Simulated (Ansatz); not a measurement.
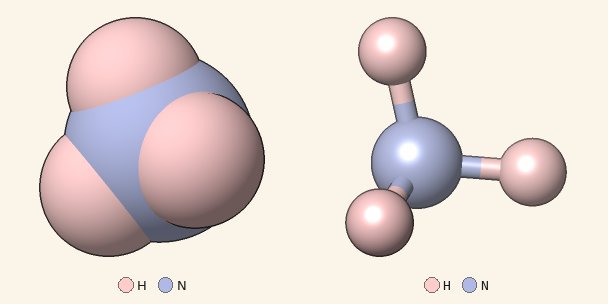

Both panels show the same species.

Description:

The molecule is NH₃. The point group is C3v. Coordination: 1 N trigonal pyramidal.

More results for the same structure follow; atom numbers are the same in all pictures, views and colours differ. The geometry was computed by an optimisation with PBE0-D4/def2-TZVP.

### Geometry

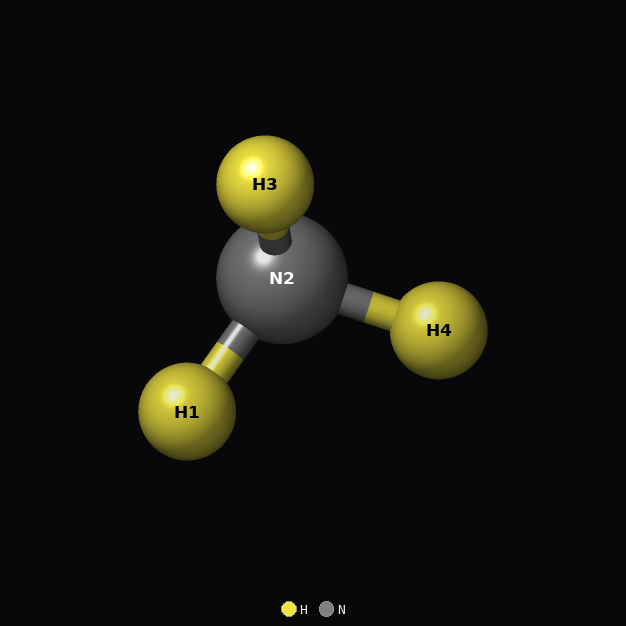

The atoms are numbered.

Give the bond lengths.

| bond | length (Å) |
| --- | --- |
| H1–N2 | 1.013 |
| N2–H3 | 1.013 |
| N2–H4 | 1.013 |

### Vibrations

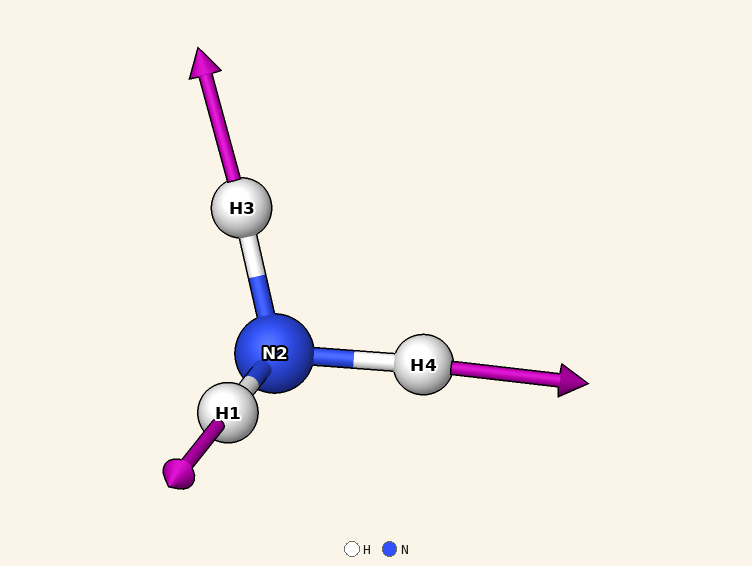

The arrows show one normal mode. Harmonic vibrations computed with RKS PBE0-D4/def2-TZVP (Ansatz 0.2.0) at a stationary point of the same level.

Question: What kind of motion is it?

Answer: Mostly in-phase stretching of 3 N–H bonds.

Question: Estimate its harmonic wavenumber.

Answer: 3502 cm⁻¹; it is mode 4 of 6 counted from the lowest.

### Charges

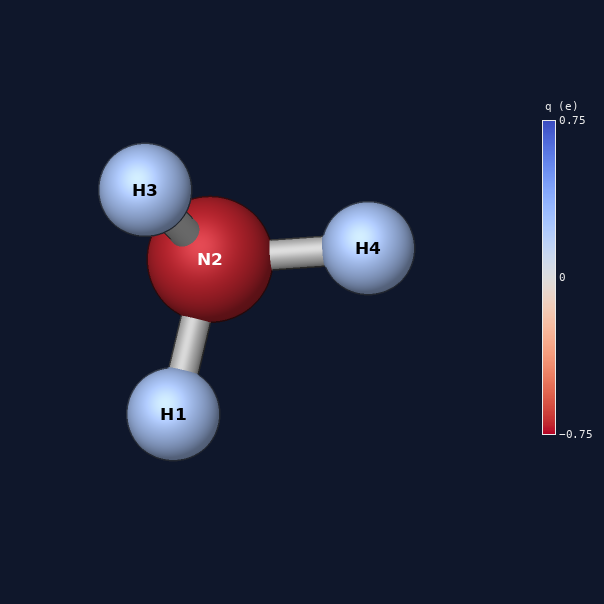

Atoms are coloured by their Mulliken charges. Method: RKS PBE0-D4/def2-TZVP (Ansatz 0.2.0).

List the Mulliken charges.

```
atom  value (e)
  H1       0.23
  N2      −0.70
  H3       0.23
  H4       0.23
```

### Thermal motion

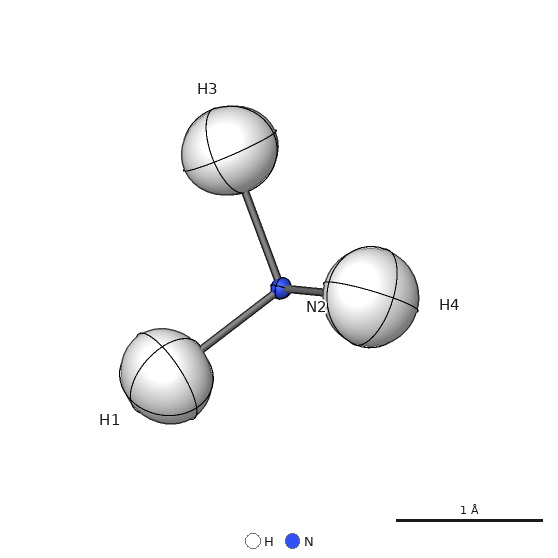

Displacement ellipsoids at the 50 % level, enlarged 3 times, from the internal vibrations of the free molecule (harmonic, no overall translation or rotation; no half-axis is drawn under 0.075 Å). Vibrations computed with RKS PBE0-D4/def2-TZVP (Ansatz 0.2.0). Temperature: 400 K.

List U_eq and the three principal root-mean-square amplitudes for each kind of atom.

| atom | U_eq (Å²) | rms amplitudes (Å) |
| --- | --- | --- |
| H1, H3, H4 | 0.0052 | 0.066, 0.074, 0.075 |
| N2 | 0.00011 | 0.008, 0.008, 0.014 |

Mulliken values depend strongly on the basis set and can even reverse the polarity of a bond.
